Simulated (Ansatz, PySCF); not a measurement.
Bond stretch in CH4S, SMILES CS, singlet. The S2–H6 bond (S2 also carries C; H6 carries nothing else) is varied alone, starting from the PBE0/def2-TZVP optimised geometry.

```
6

C      0.0000     1.7922    -0.2256
S      0.0000     0.0000     0.0000
H      0.8939     2.2485     0.1976
H      0.0000     1.9625    -1.3023
H     -0.8940     2.2484     0.1976
H      0.0000     0.0000     1.3419
```

- RKS-B3LYP/LANL2DZ = restricted B3LYP/LANL2DZ, with its core potentials past Ne run with PySCF
- UHF/STO-3G = unrestricted Hartree-Fock/STO-3G run with PySCF 2.14.0
- RKS-PBE = restricted PBE/def2-TZVP (Ansatz, a program for electronic structure)
- UKS-B3LYP/LANL2DZ = PySCF 2.14.0 with unrestricted B3LYP/LANL2DZ, with its core potentials past Ne

Energies are in kcal/mol, each relative to the lowest point of its own curve near equilibrium.

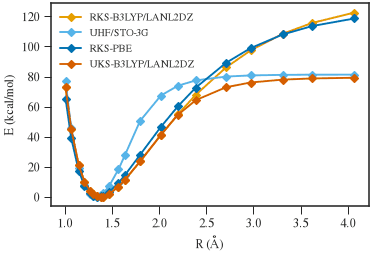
Figure: Energy against bond length for each method.

| R / Å | RKS-B3LYP/LANL2DZ | UHF/STO-3G | RKS-PBE | UKS-B3LYP/LANL2DZ |
|---|---|---|---|---|
| 1.01 | 72.9 | 76.7 | 65.1 | 72.9 |
| 1.07 | 45.0 | 45.6 | 39.0 | 45.0 |
| 1.15 | 21.0 | 19.2 | 17.0 | 21.0 |
| 1.21 | 10.2 | 7.7 | 7.5 | 10.2 |
| 1.27 | 3.8 | 1.8 | 2.2 | 3.8 |
| 1.30 | 1.9 | 0.4 | 0.8 | 1.9 |
| 1.34 | 0.4 | 0.0 | 0.0 | 0.4 |
| 1.39 | 0.0 | 1.4 | 0.3 | 0.0 |
| 1.41 | 0.2 | 2.5 | 0.8 | 0.2 |
| 1.47 | 1.8 | 7.0 | 3.1 | 1.8 |
| 1.57 | 6.8 | 18.2 | 9.2 | 6.8 |
| 1.64 | 11.4 | 27.9 | 14.5 | 11.4 |
| 1.80 | 23.6 | 50.6 | 28.0 | 23.6 |
| 2.02 | 41.2 | 67.4 | 46.5 | 41.2 |
| 2.20 | 54.9 | 73.9 | 60.2 | 54.6 |
| 2.39 | 67.9 | 77.4 | 72.7 | 64.3 |
| 2.71 | 86.1 | 80.0 | 89.1 | 72.9 |
| 2.97 | 97.4 | 80.7 | 98.9 | 76.0 |
| 3.31 | 108.4 | 81.1 | 108.0 | 77.9 |
| 3.62 | 115.6 | 81.2 | 113.6 | 78.7 |
| 4.07 | 122.6 | 81.3 | 118.6 | 79.2 |

At the longest distance, 4.07 Å, RKS-B3LYP/LANL2DZ lies highest above its minimum (122.6 kcal/mol) and UKS-B3LYP/LANL2DZ lowest (79.2 kcal/mol).

The restricted form behind RKS-B3LYP/LANL2DZ, RKS-PBE keeps the bonding electrons paired and can't separate into open-shell fragments. The unrestricted determinant behind UHF/STO-3G is spin-contaminated at 1.80 to 4.07 Å (<S²> up to 1.0, against 0.00 for a pure singlet). The unrestricted determinant behind UKS-B3LYP/LANL2DZ is spin-contaminated at 2.20 to 4.07 Å (<S²> up to 1.0, against 0.00 for a pure singlet).
